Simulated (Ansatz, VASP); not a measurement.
**Sr2CuO3 in two plane-wave programs**

Wanted: the spread between two codes on one cell, functional and k mesh. The cell is a member of a volume series, scaled by 0.96 from a relaxed one, so a pressure remains.

Program: Ansatz 0.2.0. Level of theory: plane waves, with VASP 6.6.1 beside it; single point at PBEsol. Results are calculated unless marked as measured.

## 1. The structure

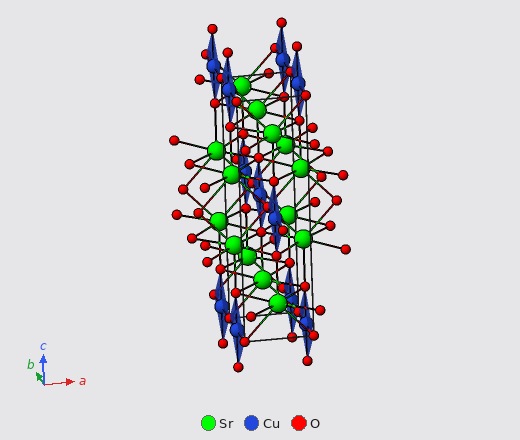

Start, viewed slightly off an axis; strontium green, copper blue, oxygen red. 1×2×1 cells are drawn. This picture shows the conventional cell, with its axes. Some periodic images of atoms are drawn too.

## 2. Ansatz: single point, PBEsol

Ansatz runs on its default PAW (the set named soft_2) files.

A single point gives forces, pressure and levels at one fixed geometry, so differences don't come from the geometry; what else differs is listed under the comparison.

input.yaml

```yaml
crystal:
  lattice:
    - [-1.7227254544, 1.9316444953, 6.1789385138]
    - [1.7227254544, -1.9316444953, 6.1789385138]
    - [1.7227254544, 1.9316444953, -6.1789385138]
  atoms:
    - { symbol: Sr, position: [0.1467921072, 0.6467921072, 0.5] }
    - { symbol: Sr, position: [0.8532078928, 0.3532078928, 0.5] }
    - { symbol: Cu, position: [0.5, 0.0, 0.5] }
    - { symbol: O, position: [0.3454725049, 0.8454725049, 0.5] }
    - { symbol: O, position: [0.6545274951, 0.1545274951, 0.5] }
    - { symbol: O, position: [0.0, 0.0, 0.0] }
hamiltonian:
  xc: pbesol
  pseudopotentials: { kind: paw }
kpoints:
  mp_grid: { grid: [9, 9, 9] }
scf:
  occupations: { method: gaussian, width: 0.05 }
  n_extra_bands: 5
output:
  forces: true
  stress: true
  eigenvalues: true
```

Command:

```
ansatz run input.yaml --threads 4 --pin off --max-ram 9216MiB --backend cpu --events-out ev --progress --plain --runs-dir out
```

Numbers of over 12 decimals in the logs are rounded to 6 here.

Output:

```text
basis.fft_grid_basis auto: the FFT boxes are laid along the combinations [[1, 0, 1], [0, 1, 1], [0, 0, 1]] of the cell's own vectors, 3.863, 3.445 and 6.699 Å long. The dense box has 27×24×45 points. Along the cell's own vectors, as sized, it would have 45×45×45, 3.12 times as many. Of the 8 symmetry operations that the crystal satisfies within crystal.symmetry.tolerance (time reversal apart; of a slab, those that ke [...]
scf.n_extra_bands = 5 over 29 filled bands (N_el = 57.0): the run solves 34 bands
Engine: ansatz 0.2.0, aarch64-unknown-linux-gnu
Pseudopotentials: kind: paw
Pseudopotential: Sr, paw, valence charge 10, recommended cutoff 420 eV (normal), Sr.paw.azcp
Pseudopotential: Cu, paw, valence charge 19, recommended cutoff 420 eV (normal), Cu.paw.azcp
Pseudopotential: O, paw, valence charge 6, recommended cutoff 420 eV (normal), O.paw.azcp
Functional definition: PBEsol
  exchange = pbesol_x
  correlation = pbesol_c
Crystal: 6 atoms, lattice volume = 82.246 Å³
Basis set: ecut = 420 eV, 1611 PW (Γ), FFT grids on a1+a3, a2+a3, a3, exchange–correlation on 54×48×90 points (8 copies of the dense FFT grid, shifted against one another)
Bands: 34, of which v1, the nominal top of the filled ones, is band 29 counted from 1 (28 counted from 0)
Symmetry: 8 space group operations
Space group: Immm (ITA 71), of the structure as read, at distance tolerance 4.3e-5 Å
k-points: 125 of 729
Non-local potential: Sr, projectors of the file, l = 0: 3, l = 1: 2, l = 2: 2
Non-local potential: Cu, projectors of the file, l = 0: 3, l = 1: 2, l = 2: 3, l = 3: 1
Non-local potential: O, projectors of the file, l = 0: 2, l = 1: 2, l = 2: 1
PAW form: soft (Blöchl's): semilocal exchange-correlation on the pseudo side does not see the compensation charge
PAW frozen core: Sr, regenerated for the run's functional, and the local potential with it (the file was generated under x = pbe(κ = 0.804, μ = 0.219515), c = pbe(β = 0.066725))
PAW frozen core: Cu, regenerated for the run's functional, and the local potential with it (the file was generated under x = pbe(κ = 0.804, μ = 0.219515), c = pbe(β = 0.066725))
PAW frozen core: O, regenerated for the run's functional, and the local potential with it (the file was generated under x = pbe(κ = 0.804, μ = 0.219515), c = pbe(β = 0.066725))
PAW one-centre angular grid: Sr, 110 points (default); XC on 64 Gauss nodes
PAW one-centre angular grid: Cu, 590 points (default); XC on 64 Gauss nodes
PAW one-centre angular grid: O, 110 points (default); XC on 64 Gauss nodes
Initial density: superposition of atomic densities (neutral atoms: chi_scale 0, normalization atom), corrected by the library's trained network
Initial wavefunctions: pseudopotential atomic-orbital guess
Functional: x = pbesol(κ = 0.804, μ = 0.123457), c = pbesol(β = 0.046)
SCF iter   1: F=—  HF=-15261.022415 eV  |F-HF|=—  |Δ(HF+E_count)|=         —  Δρ=1.53e-2  dr2=1.57e-1  ethr=1.77e-3  ⟨swp⟩=9.0  Hψ=21839  notcnv=0
preconditioner: auto → Kerker (q_TF=auto, 2.567 Å⁻¹)  [metal: Δε(μ)=0.012 eV  Ē_g=12.934 eV  σ=0.050 eV  W_gap=0.14  n_scr=24 (ndim 8)  ℏωp=27.5 eV  f_vac=0.009  D(μ)=2.72/eV (n_scr^D=24)]
SCF iter   2: F=—  HF=-15260.987597 eV  |F-HF|=—  |Δ(HF+E_count)|=   3.48e-2  Δρ=4.81e-3  dr2=2.18e-2  ethr=2.75e-4  ⟨swp⟩=2.0  Hψ=7403  notcnv=0  defer=158
SCF iter   3: F=—  HF=-15260.983181 eV  |F-HF|=—  |Δ(HF+E_count)|=   4.42e-3  Δρ=1.83e-3  dr2=2.50e-3  ethr=3.83e-5  ⟨swp⟩=2.0  Hψ=6056  notcnv=0  defer=158
SCF iter   4: F=—  HF=-15260.982824 eV  |F-HF|=—  |Δ(HF+E_count)|=   3.58e-4  Δρ=7.88e-4  dr2=5.12e-4  ethr=4.38e-6  ⟨swp⟩=2.0  Hψ=5534  notcnv=0  defer=158
SCF iter   5: F=—  HF=-15260.982799 eV  |F-HF|=—  |Δ(HF+E_count)|=   2.45e-5  Δρ=1.76e-4  dr2=4.80e-5  ethr=8.99e-7  ⟨swp⟩=2.5  Hψ=6485  notcnv=0  defer=158
SCF iter   6: F=—  HF=-15260.982826 eV  |F-HF|=—  |Δ(HF+E_count)|=   2.68e-5  Δρ=7.22e-5  dr2=5.88e-6  ethr=8.42e-8  ⟨swp⟩=2.4  Hψ=6613  notcnv=0  defer=158
SCF iter   7: F=—  HF=-15260.982825 eV  |F-HF|=—  |Δ(HF+E_count)|=   5.99e-7  Δρ=2.60e-5  dr2=1.34e-6  ethr=1.03e-8  ⟨swp⟩=2.0  Hψ=6276  notcnv=0  defer=158
SCF iter   8: F=—  HF=-15260.982825 eV  |F-HF|=—  |Δ(HF+E_count)|=   2.10e-7  Δρ=9.31e-6  dr2=2.83e-7  ethr=2.34e-9  ⟨swp⟩=2.3  Hψ=6391  notcnv=0  defer=158
SCF iter   9: F=-15260.982825 eV  HF=-15260.982825 eV  |F-HF|=9.20e-8  |Δ(HF+E_count)|=   4.10e-8  Δρ=6.94e-6  dr2=9.96e-8  ethr=1.75e-10  ⟨swp⟩=10.7  Hψ=19323  notcnv=0
SCF 1 converged in 9 iterations: F = -15260.982825 eV  dr2 = 9.96e-8
  greatest PAW one-centre occupation: 1.000 electrons in one spin orbital (limit 2), on the Cu atom at site 2 (counted from 0), in its partial waves of l = 0
SCF converged after 9 iterations
Free energy (F): -15260.982825 eV
Harris-Foulkes:  -15260.982825 eV  (|F-HF|=9.20e-8)
Internal energy: -15260.979313 eV  (E = F + TS)
E sigma→0 (E₀):  -15260.981069 eV
Entropy (-TS):   -0.003512 eV (-0.585 meV/atom)
Fermi energy:    10.963661 eV
--- Per-component energies (eV) ---
  E_band       = -536.228497
  E_kinetic    = 1321.083964
  E_local      = -7943.600537  (includes V_loc(G=0)·N_el)
  E_nonlocal   = 941.645752
  E_hartree    = 3250.704567
  E_xc         = -655.828014
  E_vxc        = -725.515863  (∫ρ·V_xc dr)
  E_paw        = -7367.705943  (= ΣΔE_a)
  E_vpaw       = -631.232542  (= ΣTr[D̂ρ^β])
  E_aug_tail   = 0.007590  (compensation charges beyond the density's cutoff)
  E_ewald      = -4807.867453
  E_core_change = 0.580761  (= ΣΔE_core)
  E_smearing   = -0.003512  (= −TS)
  E_closure    = 0.000000  (closes the sum)
  Σ components = -15260.982825   (vs F -15260.982825, Δ=0.00e0)
--- Forces (eV/Å), atoms counted from 1 ---
  atom   1  Sr    -0.00000000     0.00000000     0.04884169
  atom   2  Sr     0.00000000    -0.00000000    -0.04884169
  atom   3  Cu    -0.00000000    -0.00000000    -0.00000000
  atom   4  O     -0.00000000     0.00000000    -0.14372813
  atom   5  O      0.00000000    -0.00000000     0.14372813
  atom   6  O      0.00000000    -0.00000000    -0.00000000
  max |Σ_I F_I| component: 2.78e-17 eV/Å
--- Stress (GPa, compression-positive) ---
        3.267350      -0.000000       0.000000
       -0.000000       4.673384      -0.000000
        0.000000      -0.000000       4.691860
  P = ⅓ Tr σ = 4.2109 GPa (42.109 kbar)
--- Band table (eV; the first three rows and the last of 125) ---
  k-point 0: bands = [... 25 lower, 9.1687, 9.3870, 9.4907, 9.5918, 12.6794, 14.0199, 14.8379, 16.6186, ... 1 higher]
  k-point 1: bands = [... 25 lower, 8.9463, 9.2475, 9.4468, 10.0502, 13.0769, 14.4569, 15.3813, 16.5891, ... 1 higher]
  k-point 2: bands = [... 25 lower, 8.9947, 9.1415, 9.3334, 10.8727, 13.7935, 15.2855, 15.8839, 16.7024, ... 1 higher]
  k-point 124: bands = [... 25 lower, 8.8321, 9.5225, 9.5459, 9.5750, 13.4524, 15.1013, 15.2729, 16.1644, ... 1 higher]
```

Elapsed: 5 s, on 4 threads of Arm Neoverse V2, shared host; peak memory 0.55 GiB.

Reading the cycles: dr2 is the Hartree energy of the density residual (eV), the measure of convergence; HF is the Harris–Foulkes estimate of the energy, which meets the free energy F at convergence.

The run ends at a pressure of 4.21 GPa, with forces up to 0.14 eV/Å.

## 3. VASP: single point, PBEsol

The same cell, functional, mesh and smearing now go to VASP, with its own data sets and cutoff.

Lines of VASP's logs that name or quote its potential files are left out, and so is its time.

INCAR

```
SYSTEM = Sr2CuO3
PREC = Accurate
ENCUT = 520
EDIFF = 1E-06
NELM = 100
ISMEAR = 0
SIGMA = 0.05
LREAL = .FALSE.
ALGO = Normal
GGA = PS
NBANDS = 30
LORBIT = 11
LWAVE = .FALSE.
LCHARG = .FALSE.
KPAR = 4
ISIF = 2
```

POSCAR

```
Sr2CuO3
1.0
   -1.7227254544      1.9316444953      6.1789385138
    1.7227254544     -1.9316444953      6.1789385138
    1.7227254544      1.9316444953     -6.1789385138
Sr Cu O
2 1 3
Direct
    0.1467921072      0.6467921072      0.5000000000
    0.8532078928      0.3532078928      0.5000000000
    0.5000000000      0.0000000000      0.5000000000
    0.3454725049      0.8454725049      0.5000000000
    0.6545274951      0.1545274951      0.5000000000
    0.0000000000      0.0000000000      0.0000000000
```

KPOINTS

```
Automatic mesh
0
Gamma
9 9 9
0 0 0
```

PAW data sets: Sr_sv, Cu and O (PBE family, release 64).

Command:

```
mpirun -np 4 vasp_std
```

Output:

```text
[banner, memory and clock lines left out]
running    4 mpi-ranks, on    1 nodes
 distrk:  each k-point on    1 cores,    4 groups
 distr:  one band on    1 cores,    1 groups

 POSCAR found type information on POSCAR SrCuO
 POSCAR found :  3 types and       6 ions
|                                                                             |
|               ----> ADVICE to this user running VASP <----                  |
|                                                                             |
|     You enforced a specific xc type in the INCAR file but a different       |
|     [... a line on the potential file left out ...]
|     I HOPE YOU KNOW WHAT YOU ARE DOING!                                     |
|                                                                             |

 LDA part: xc-table for (Slater+PW92), standard interpolation
 POSCAR, INCAR and KPOINTS ok, starting setup
 FFT: planning ... GRIDC
 FFT: planning ... GRID_SOFT
 FFT: planning ... GRID
 WAVECAR not read
 entering main loop
       N       E                     dE             d eps       ncg     rms          rms(c)
DAV:   1     0.492303885751E+03    0.49230E+03   -0.23496E+04  7524   0.184E+03
DAV:   2     0.169695137066E+02   -0.47533E+03   -0.44516E+03  8294   0.461E+02
DAV:   3    -0.431230449190E+02   -0.60093E+02   -0.58406E+02 11540   0.154E+02
DAV:   4    -0.457066228264E+02   -0.25836E+01   -0.25625E+01 10920   0.291E+01
DAV:   5    -0.458316118884E+02   -0.12499E+00   -0.12487E+00 11564   0.554E+00    0.382E+01
DAV:   6    -0.462900122698E+02   -0.45840E+00   -0.13177E+02 10008   0.180E+02    0.301E+01
DAV:   7    -0.365883877683E+02    0.97016E+01   -0.32925E+01 10940   0.117E+02    0.183E+01
DAV:   8    -0.375953483243E+02   -0.10070E+01   -0.10855E+01 10568   0.976E+01    0.937E+00
DAV:   9    -0.366059068826E+02    0.98944E+00   -0.90528E+00 10194   0.665E+01    0.363E+00
DAV:  10    -0.364372317292E+02    0.16868E+00   -0.10817E+00 11732   0.269E+01    0.691E-01
DAV:  11    -0.364512940715E+02   -0.14062E-01   -0.16065E-01  8902   0.187E+00    0.100E+00
DAV:  12    -0.364525096561E+02   -0.12156E-02   -0.10582E-02 12932   0.498E-01    0.994E-01
DAV:  13    -0.364527032292E+02   -0.19357E-03   -0.20086E-04 11314   0.108E-01    0.870E-01
DAV:  14    -0.364613865939E+02   -0.86834E-02   -0.78199E-02 11160   0.646E+00    0.451E+00
DAV:  15    -0.364515624100E+02    0.98242E-02   -0.17702E-02  9462   0.216E+00    0.195E+00
DAV:  16    -0.364494988580E+02    0.20636E-02   -0.45525E-03 11498   0.848E-01    0.945E-01
DAV:  17    -0.364492356568E+02    0.26320E-03   -0.58861E-04 12772   0.381E-01    0.500E-01
DAV:  18    -0.364491225882E+02    0.11307E-03   -0.38882E-04 10556   0.174E-01    0.130E-01
DAV:  19    -0.364491030878E+02    0.19500E-04   -0.54314E-05 11816   0.253E-01    0.701E-02
DAV:  20    -0.364491029288E+02    0.15894E-06   -0.30260E-05 11288   0.847E-02    0.294E-02
DAV:  21    -0.364491017322E+02    0.11966E-05   -0.47455E-06  9084   0.334E-02    0.967E-03
DAV:  22    -0.364491016154E+02    0.11681E-06   -0.15787E-07  5028   0.510E-03
   1 F= -.36449102E+02 E0= -.36447342E+02  d E =-.351973E-02
```

Parts of OUTCAR (step 3):

```text
ion  position               nearest neighbor table
   1  0.147  0.647  0.500-   4 2.46   6 2.50   6 2.50   5 2.59   5 2.59   5 2.59   5 2.59   3 3.16
                             3 3.16   3 3.16   3 3.16   2 3.63   2 3.63   2 3.63   2 3.63   2 3.63
   2  0.853  0.353  0.500-   5 2.46   6 2.50   6 2.50   4 2.59   4 2.59   4 2.59   4 2.59   3 3.16
                             3 3.16   3 3.16   3 3.16   1 3.63   1 3.63   1 3.63   1 3.63   1 3.63
   3  0.500  0.000  0.500-   4 1.91   5 1.91   6 1.93   6 1.93   1 3.16   1 3.16   1 3.16   1 3.16
                             2 3.16   2 3.16   2 3.16   2 3.16
   4  0.345  0.845  0.500-   3 1.91   1 2.46   2 2.59   2 2.59   2 2.59   2 2.59
   5  0.655  0.155  0.500-   3 1.91   2 2.46   1 2.59   1 2.59   1 2.59   1 2.59
   6  0.000  0.000  0.000-   3 1.93   3 1.93   1 2.50   1 2.50   2 2.50   2 2.50

  LATTYP: Found a body centered orthorhombic cell.
 ALAT       =     3.4454509088
 B/A-ratio  =     1.1212723945
 C/A-ratio  =     3.5867227120

 Subroutine GETGRP returns: Found  8 space group operations
 (whereof  8 operations were pure point group operations)

The static configuration has the point symmetry D_2h.

 Found    125 irreducible k-points:

   k-points           NKPTS =    125   k-points in BZ     NKDIM =    125   number of bands    NBANDS=     30

   dimension x,y,z NGX =    50 NGY =   50 NGZ =   50
   dimension x,y,z NGXF=   100 NGYF=  100 NGZF=  100

   ENCUT  =  520.0 eV  38.22 Ry    6.18 a.u.  12.46 12.46 12.46*2*pi/ulx,y,z

   NELECT =      49.0000    total number of electrons

 k-points in reciprocal lattice and weights: Automatic mesh
   0.00000000  0.00000000  0.00000000       0.001
   0.11111111  0.00000000 -0.00000000       0.005
   0.22222222  0.00000000 -0.00000000       0.005
   0.33333333  0.00000000  0.00000000       0.005
   0.44444444  0.00000000 -0.00000000       0.005
   0.00000000  0.11111111 -0.00000000       0.005
   0.11111111  0.11111111 -0.00000000       0.011
   0.22222222  0.11111111 -0.00000000       0.011
   0.33333333  0.11111111  0.00000000       0.011
[...]
0.44444444 -0.44444444  0.44444444       0.003
  -0.44444444 -0.44444444  0.44444444       0.003

 average (electrostatic) potential at core
       1 -34.9636       2 -34.9636       3 -67.3364       4 -70.3047       5 -70.3047
       6 -70.7915

 E-fermi :   4.1131

 k-point     1 :       0.0000    0.0000    0.0000
  band No.  band energies     occupation
    ...
     21       2.1675      2.00000
     22       2.3877      2.00000
     23       2.5794      2.00000
     24       2.6380      2.00000
     25       2.7803      2.00000
     26       5.8555      0.00000
     27       7.2071      0.00000
     28       8.0213      0.00000
     29       9.7929      0.00000
     30       9.8016      0.00000

 k-point     2 :       0.1111    0.0000   -0.0000
  band No.  band energies     occupation
    ...
     21       2.0362      2.00000
     22       2.1118      2.00000
     23       2.5162      2.00000
     24       2.7406      2.00000
     25       3.1859      2.00000
     26       6.0733      0.00000
     27       7.3813      0.00000
     28       8.3002      0.00000
     29       9.7186      0.00000
     30       9.9916      0.00000

 k-point     3 :       0.2222    0.0000   -0.0000
  band No.  band energies     occupation
    ...
     21       2.1849      2.00000
     22       2.2107      2.00000
     23       2.3967      2.00000
     24       2.6518      2.00000
     25       3.9717      1.99994
     26       6.6720      0.00000
     27       7.9147      0.00000
     28       8.9078      0.00000
     29       9.6331      0.00000
     30      10.3496      0.00000

  Total        2.0358061      2.8070918      3.0106596      0.0000000      0.0000000      0.0000000
  in kB       39.6579132     54.6827138     58.6482552      0.0000000      0.0000000      0.0000000
  external PRESSURE =      50.9962941 kB  Pullay stress =       0.0000000 kB

  energy-cutoff  :      520.00
  volume of cell :       82.25
      direct lattice vectors                 reciprocal lattice vectors
    -1.722725454  1.931644495  6.178938514     0.000000000  0.258846802  0.080920048
     1.722725454 -1.931644495  6.178938514     0.290237773  0.000000000  0.080920048
     1.722725454  1.931644495 -6.178938514     0.290237773  0.258846802  0.000000000

 POSITION                                       TOTAL-FORCE (eV/Angst)
 -----------------------------------------------------------------------------------
      1.72273      0.00000      1.81404         0.000000      0.000000      0.067711
      0.00000      1.93164      4.36490        -0.000000      0.000000     -0.067711
      0.00000      1.93164      0.00000         0.000000      0.000000     -0.000000
      1.72273     -0.00000      4.26931         0.000000     -0.000000     -0.176603
      0.00000      1.93164      1.90963         0.000000     -0.000000      0.176603
      0.00000      0.00000      0.00000         0.000000      0.000000      0.000000
 -----------------------------------------------------------------------------------
    total drift:                               -0.000000      0.000000     -0.000000

  FREE ENERGIE OF THE ION-ELECTRON SYSTEM (eV)
  ---------------------------------------------------
  free  energy   TOTEN  =       -36.4491016154 eV

  energy  without entropy=      -36.4455818833  energy(sigma->0) =      -36.44734175

 total charge
# of ion       s       p       d       tot
------------------------------------------
    1        2.014   5.789   0.287   8.090
    2        2.014   5.789   0.287   8.090
    3        0.441   0.472   9.125  10.038
    4        1.551   3.418   0.000   4.969
    5        1.551   3.418   0.000   4.969
    6        1.561   3.435   0.000   4.996
--------------------------------------------------
tot          9.132  22.321   9.699  41.151

[... 3 further parts left out ...]
```

The run ends at a pressure of 5.10 GPa, with forces up to 0.18 eV/Å.

## 4. Comparison

Known differences besides the PAW data sets themselves: the data sets hold 57 valence electrons in Ansatz (default PAW (the set named soft_2) files) and 49 in VASP; the cutoff is 420 eV in Ansatz and 520 eV in VASP; Ansatz makes its cores anew for this functional, VASP keeps those of its PBE data sets; VASP leaves aspherical gradient terms in its spheres out (LASPH is not set), Ansatz keeps them. Total energies have different zeros and are not compared.

Both answers:

```
      quantity  Ansatz  VASP  difference
pressure (GPa)    4.21  5.10       -0.89
```

Forces (eV/Å; atoms numbered as in POSCAR):

```
atom        Ansatz x, y, z          VASP x, y, z
 Sr1   0.000, 0.000, 0.049   0.000, 0.000, 0.068
 Sr2  0.000, 0.000, -0.049  0.000, 0.000, -0.068
 Cu3   0.000, 0.000, 0.000   0.000, 0.000, 0.000
  O4  0.000, 0.000, -0.144  0.000, 0.000, -0.177
  O5   0.000, 0.000, 0.144   0.000, 0.000, 0.177
  O6   0.000, 0.000, 0.000   0.000, 0.000, 0.000
```

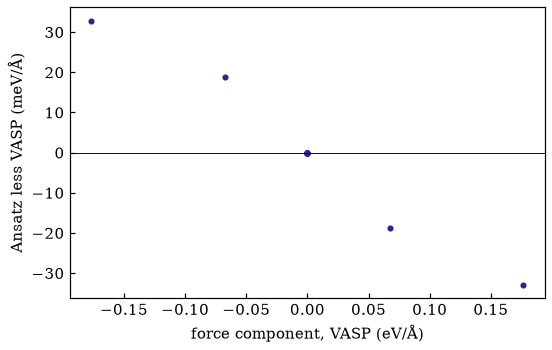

Difference of the force components against their size.

The forces differ by 13 meV/Å r.m.s., which is 20.0 % of the r.m.s. force of 0.06 eV/Å (both taken over all components). Ansatz's pressure holds a Pulay correction of 0.50 GPa; VASP's holds none.

## 5. Looking for the cause

The difference is large enough to ask for its cause, so further runs change the set-up of one program at a time, as the table lists.

```
                                                           run  r.m.s. force difference (meV/Å)
                                                      as above                               13
cores kept as stored, as VASP does, whose cores stay as stored                               12
                      Ansatz's larger PAW set (cutoff 1050 eV)                               13
                   norm-conserving potentials (cutoff 1252 eV)                               18
```

[end of part 1 of 2]

[Lines on the potential files, build, host, timing and source positions are cut from VASP's logs without a mark.]

[Logs are printed without paths, hosts, clocks, repeated set-up lines and the standing remarks that a program may print on its own settings, such as how far it seeks lower states.]

[Hosts, paths, dates, database ids (printed as entryN), source tags and the programs' standing remarks are cut or masked in the printed files.]
